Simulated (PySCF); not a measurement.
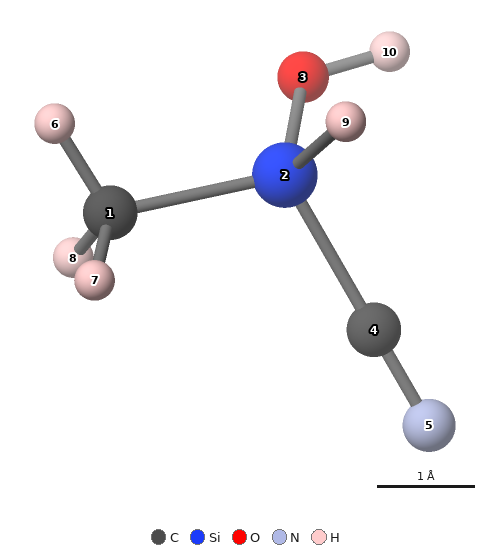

Figure 1. The structure as given in the input (ball-and-stick view, seen at a tilt; atoms are numbered from 1 in the order of the input). Bond lengths as drawn: C–H 1.10 Å, C–N 1.16 Å, C–Si 1.85 to 1.87 Å, H–O 0.96 Å, H–Si 1.49 Å and O–Si 1.66 Å.

Core-level calculation, with input and output: C₂H₅NOSi

C₂H₅NOSi, SMILES C[Si@H](O)C#N, computed with delta-SCF UKS SCAN, pcX-2 on the ionised atom, pcseg-1 elsewhere, spin-free X2C (PySCF 2.14.0).

Figures and captions count atoms from 1; the log counts them from 0 in places.

## The program's output
```
ground state, core basis on atom 0 (C), 130 functions
  cycle   1  E = -499.13028763  |g| = 7.92e-01
  cycle   2  E = -498.76282203  |g| = 1.53e+00
  cycle   3  E = -499.23572135  |g| = 3.30e-01
  cycle   4  E = -499.25759149  |g| = 1.39e-01
  cycle   5  E = -499.26163119  |g| = 4.91e-02
  cycle   6  E = -499.26217427  |g| = 8.88e-03
  cycle   7  E = -499.26219496  |g| = 2.49e-03
  cycle   8  E = -499.26219395  |g| = 5.89e-04
  cycle   9  E = -499.26219666  |g| = 1.35e-04
  E(ground) = -499.30302112 Eh
hole in C 1s of atom 0
  cycle   1  E = -488.00887275  |g| = 1.50e+00
[... 9 cycles left out ...]
  E(ion) = -488.61160812 Eh   <S^2> = 0.7664   hole on atom = 1.000   binding energy = 290.928 eV
ground state, core basis on atom 1 (Si), 141 functions
[... 7 cycles left out ...]
  E(ground) = -499.36587235 Eh
hole in Si 1s of atom 1
[... 11 cycles left out ...]
  E(ion) = -431.44368299 Eh   <S^2> = 0.7521   hole on atom = 1.000   binding energy = 1848.257 eV
hole in Si 2p of atom 1
[... 10 cycles left out ...]
  E(ion) = -495.38183846 Eh   <S^2> = 0.7520   hole on atom = 1.003   binding energy = 108.411 eV
  2p3/2 = 108.239 eV   2p1/2 = 108.866 eV
ground state, core basis on atom 2 (O), 130 functions
[... 6 cycles left out ...]
  E(ground) = -499.33285341 Eh
hole in O 1s of atom 2
[... 11 cycles left out ...]
  E(ion) = -479.51858225 Eh   <S^2> = 0.7616   hole on atom = 1.000   binding energy = 539.174 eV
ground state, core basis on atom 3 (C), 130 functions
[... 6 cycles left out ...]
  E(ground) = -499.30924671 Eh
hole in C 1s of atom 3
[... 13 cycles left out ...]
  E(ion) = -488.58643502 Eh   <S^2> = 0.8263   hole on atom = 1.000   binding energy = 291.783 eV
ground state, core basis on atom 4 (N), 130 functions
[... 6 cycles left out ...]
  E(ground) = -499.31568650 Eh
hole in N 1s of atom 4
[... 3 cycles left out ...]
  cycle   4  E = -484.16824388  |g| = 7.30e-01
  cycle   5  E = -484.31915939  |g| = 3.86e-01
  cycle   6  E = -484.37611771  |g| = 8.39e-02
  cycle   7  E = -484.38083793  |g| = 3.13e-02
  cycle   8  E = -484.38137705  |g| = 1.76e-02
  cycle   9  E = -484.38161167  |g| = 8.19e-03
  cycle  10  E = -484.38169881  |g| = 4.74e-03
  cycle  11  E = -484.38173998  |g| = 1.67e-03
  cycle  12  E = -484.38174284  |g| = 5.21e-04
  cycle  13  E = -484.38174237  |g| = 1.91e-04
  E(ion) = -484.42042490 Eh   <S^2> = 0.8244   hole on atom = 1.000   binding energy = 405.321 eV
```

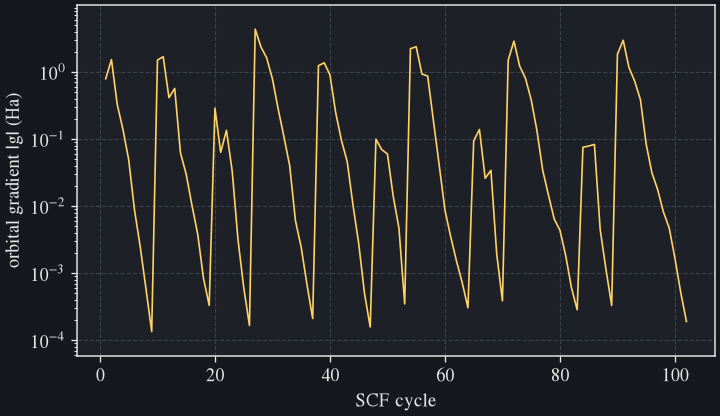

Figure 2. Convergence of the self-consistent field: orbital gradient |g| against the SCF cycle. All cycles printed in the log are drawn one after another.

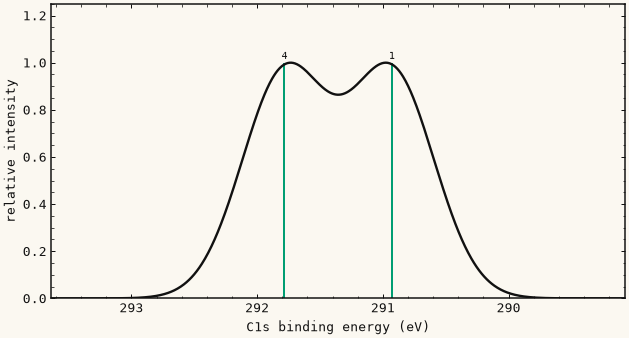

Figure 3. C1s binding energies by ΔSCF of the atoms computed, labelled by atom number, with a Gaussian envelope of 0.8 eV full width. They run from 290.93 eV (atom 1) to 291.78 eV (atom 4).

The run was set up as follows.

## Input
```
{"job": {"kind": "xps"}, "charge": 0, "multiplicity": 1}
C     -1.460246    -0.452591     0.028578
Si     0.210854     0.232615     0.431577
O      0.407121     1.655641    -0.394281
C      1.507335    -0.984861    -0.153196
N      2.312294    -1.732439    -0.525422
H     -2.249204     0.242087     0.353949
H     -1.614649    -1.418080     0.533829
H     -1.552519    -0.605907    -1.056820
H      0.463991     0.391880     1.891111
H      1.248268     2.114911    -0.313281
```

The first line tells a small driver script what to run in PySCF; the rest is the geometry in Å.

## Key numbers

```csv
quantity,value
outcome,converged
hardware,"1 CPU thread, shared host"
wall time,33 s
peak memory,1 GiB
```
